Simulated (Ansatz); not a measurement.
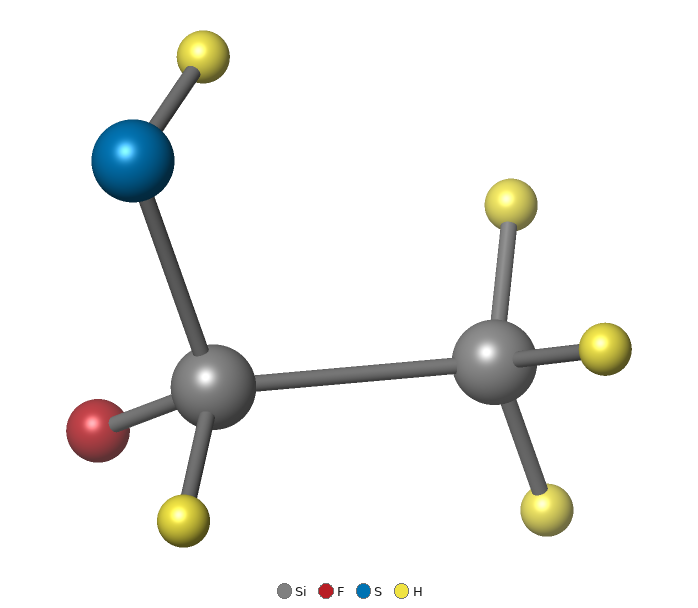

A ball-and-stick model of a molecule. Every bond is drawn as one stick, whatever its order.

**Which formula does it have?**

FH5SSi2, 9 atoms: 1 fluorine, 5 hydrogen, 1 sulfur and 2 silicon.

**Which point group does it belong to?**

C1.

**Count the bonded pairs by element.**

4 Si–H, 1 F–Si, 1 S–H, 1 S–Si, 1 Si–Si. Sticks follow a distance rule.

**How many sets of symmetry-equivalent atoms are there?**

9: 1 Si, 1 F, 1 S, 1 H, 1 H, 1 Si, 1 H, 1 H, 1 H.

The parts below concern this one geometry. Atoms keep their numbers from picture to picture. The geometry was computed by an optimisation with PBE0-D4/def2-TZVP.

### Dipole moment

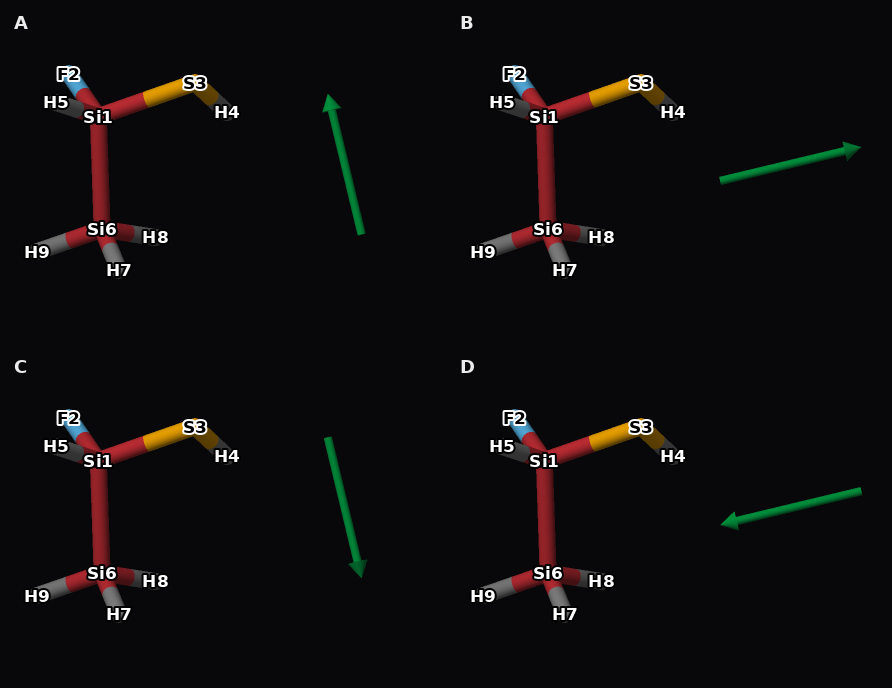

The same molecule four times, each with an arrow. Properties computed with RKS PBE0-D4/def2-TZVP (Ansatz 0.2.0).

**Which arrow points along the dipole moment, from the negative to the positive end?**

C. The dipole moment is 1.41 D; it points from the side of F2 to the side of H7 (the outermost atoms at the two ends).

### Vibrations

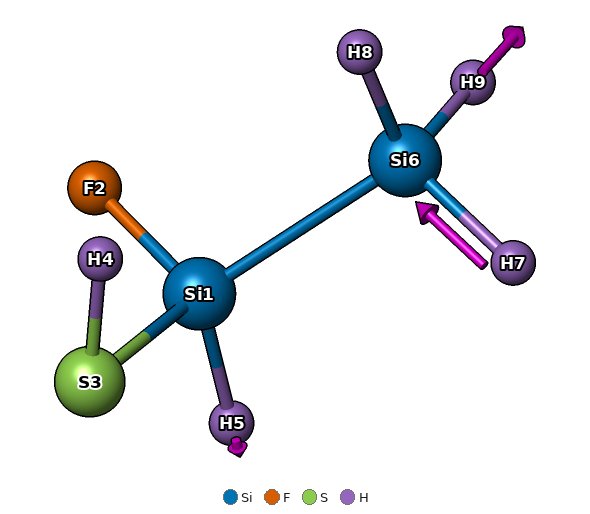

The arrows show one normal mode. Harmonic vibrations computed with RKS PBE0-D4/def2-TZVP (Ansatz 0.2.0) at a stationary point of the same level.

**Describe the motion.**

Mostly out-of-phase stretching of 2 Si–H bonds.

**Estimate its harmonic wavenumber.**

2237 cm⁻¹; it is mode 19 of 21 counted from the lowest.

### Charges

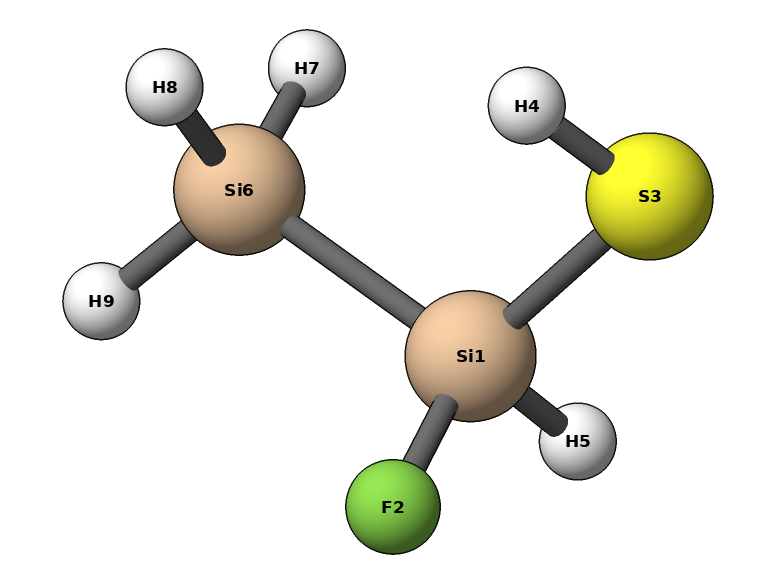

The questions are on Mulliken charges. Method: RKS PBE0-D4/def2-TZVP (Ansatz 0.2.0).

**Which atom carries the highest charge (most positive or least negative)?**

Si1 (0.47 e).

**And the lowest?**

F2, S3 (−0.30 e).

List the Mulliken charges.

```
atom  value (e)
 Si1       0.47
  F2      −0.30
  S3      −0.30
  H4       0.18
  H5      −0.02
 Si6      −0.01
  H7       0.00
  H8      −0.01
  H9       0.00
```

### Thermal motion

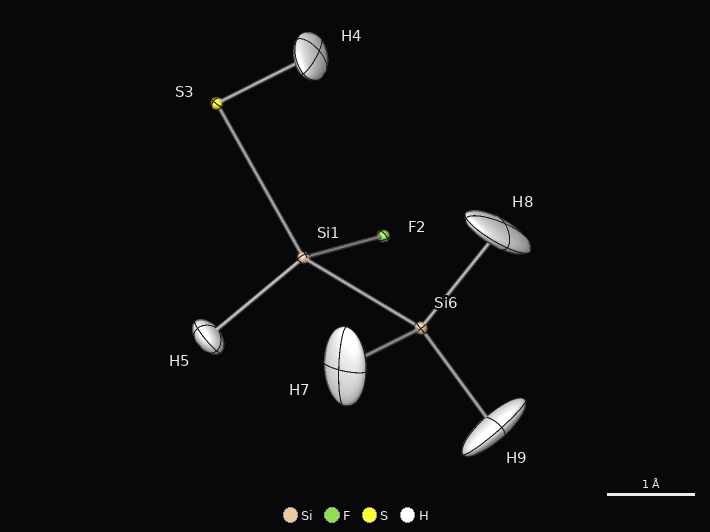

Displacement ellipsoids at the 50 % level, from the internal vibrations of the free molecule (harmonic, no overall translation or rotation; no half-axis is drawn under 0.075 Å). Vibrations computed with RKS PBE0-D4/def2-TZVP (Ansatz 0.2.0). Temperature: 100 K.

List U_eq and the three principal root-mean-square amplitudes for each kind of atom.

```tsv
atom	U_eq (Å²)	rms amplitudes (Å)
Si1	0.0014	0.030, 0.036, 0.044
F2	0.0024	0.028, 0.050, 0.062
S3	0.0013	0.018, 0.029, 0.052
H4	0.0370	0.082, 0.167, 0.276
H5	0.0188	0.093, 0.148, 0.160
Si6	0.0013	0.015, 0.034, 0.050
H7	0.0473	0.090, 0.185, 0.316
H8	0.0514	0.087, 0.190, 0.333
H9	0.0482	0.096, 0.188, 0.316
```

Mulliken values depend strongly on the basis set and can even reverse the polarity of a bond.
